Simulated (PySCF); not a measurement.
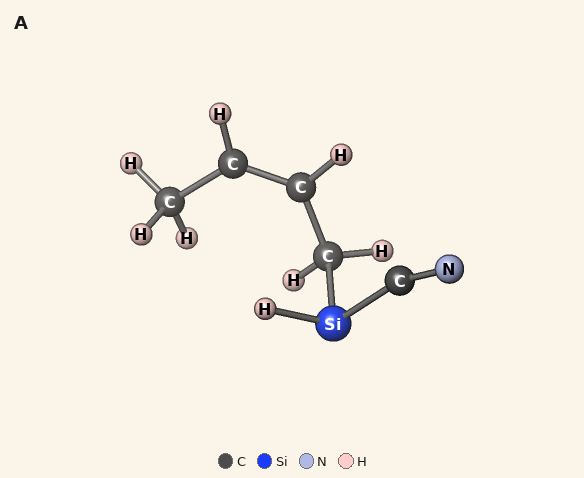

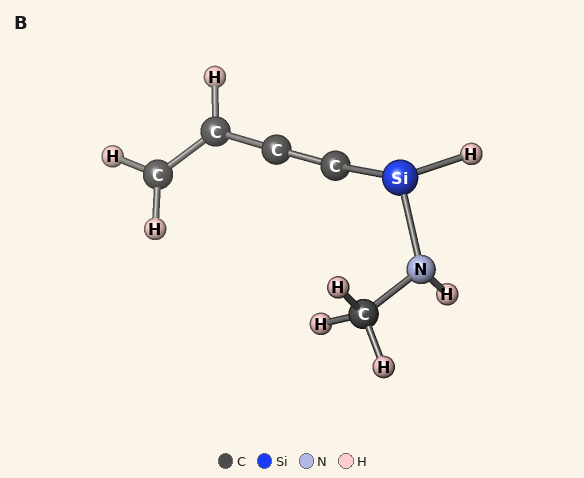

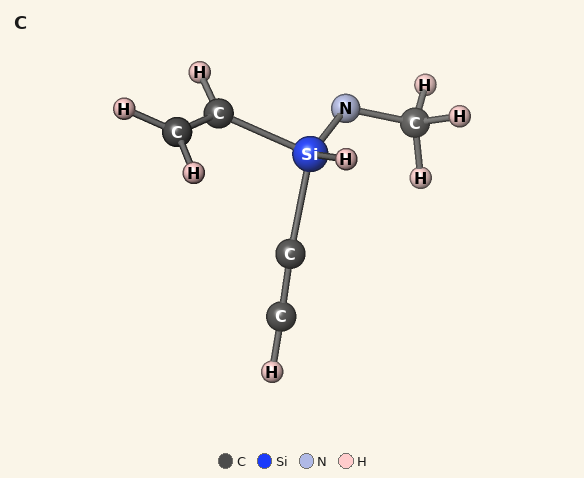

3 stationary structures of one formula. State: charge −1, singlet. Geometries: GFN2-xTB. Electronic energies: PBE0/pcSseg-1 (PySCF 2.14.0), without zero-point energy. No frequency run is at hand to confirm each as a minimum. Each is one conformer, not always the lowest.

**Which is lowest in energy, and by how much?**

A is lowest; B lies 169.2 kJ/mol above it, C lies 194.6 kJ/mol above it. A is `C/C=C\C[SiH-]C#N`, B is `C=CC#C[SiH-]NC`, C is `C#C[Si@H](C=C)[N-]C`.

The geometry is semi-empirical. Around Si such bond lengths and angles can be off by a tenth of an ångström or more and by several degrees, and values that hang on the shape move with them.
